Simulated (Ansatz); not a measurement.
**Cl5FMo: density, localisation and related maps**

The calculation's input:

```
crystal:
  periodic: [false, false, false]
  atoms:
    - {symbol: Cl, position_ang: [2.639940, -1.423754, 0.640863]}
    - {symbol: Cl, position_ang: [2.954698, 1.785460, 1.127559]}
    - {symbol: Cl, position_ang: [-0.296223, 2.043381, 1.137102]}
    - {symbol: Cl, position_ang: [1.151427, -0.030835, 3.148545]}
    - {symbol: Cl, position_ang: [1.192270, 0.650448, -1.370581]}
    - {symbol: F, position_ang: [-0.198808, -0.824661, 0.705566]}
    - {symbol: Mo, position_ang: [1.213423, 0.344217, 0.894545]}
basis:
  gaussian: {orbitals: def2-SVPD}
hamiltonian: {xc: {name: PBE0}}
output: {forces: true, orbitals: {seedname: orbitals}}
```

Run with:

```sh
ansatz run input.yaml --threads 2 --pin off --max-ram 6090MiB --events-out events.jsonl --progress --plain --runs-dir runs
```

Geometry: PBE0-D4/def2-SVP; core potentials replace the inner electrons of Mo.

All numbers below come from isolated molecule in a Gaussian basis; Kohn-Sham density functional theory, functional PBE0 in Ansatz.

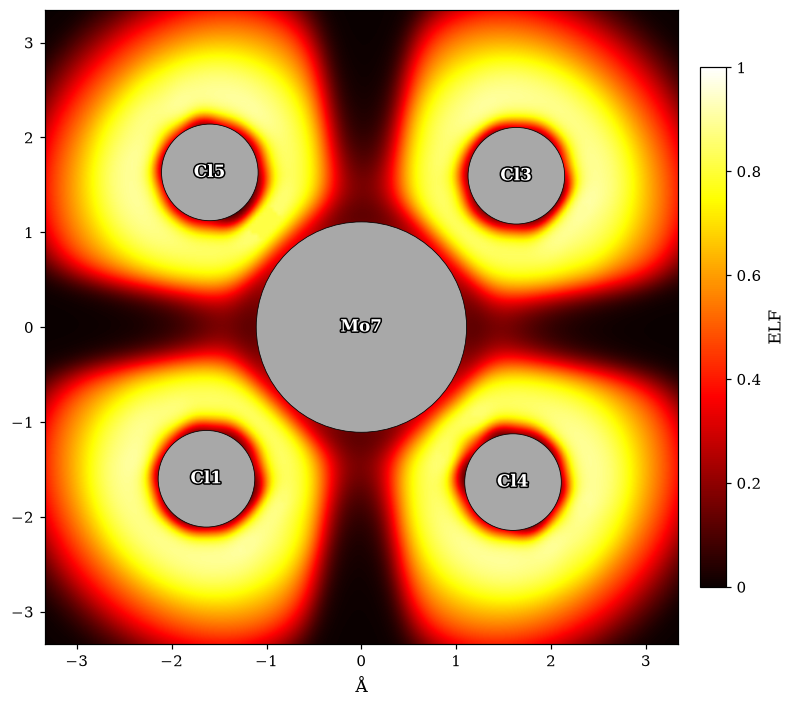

Figure 1. ELF on the plane of atoms Cl1, Mo7 and Cl4. Grey discs cover the atomic cores.

Q: Interpret the plot.

A:
- Atoms in the plane: Cl and Mo.
- Mo–Cl (2.29 Å): the ELF peaks at about 0.85 in the valence shell of Cl, 0.8 Å from its nucleus, and is about 0.35 at the midpoint.

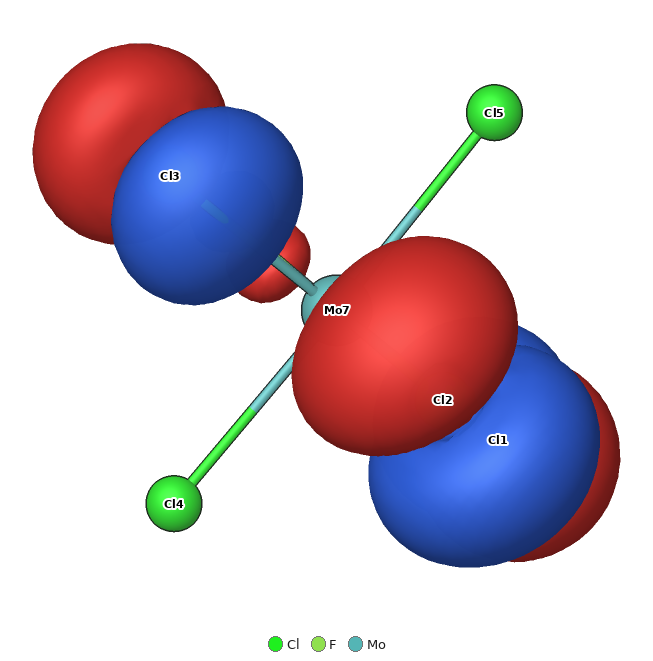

Figure 2. The HOMO−1 at ±0.1 Å⁻³ᐟ² (blue and red are the two phases), seen at a tilt.

Q: Where does this orbital lie, and at what energy?

A: By Hirshfeld shares it lies mainly on Cl2 (about 45 %), Cl1 (about 25 %) and Cl3 (about 25 %); largely a combination of lone pairs on Cl2, Cl1 and Cl3. It is one of a degenerate set, so its orientation is arbitrary. Its energy is −9.59 eV.
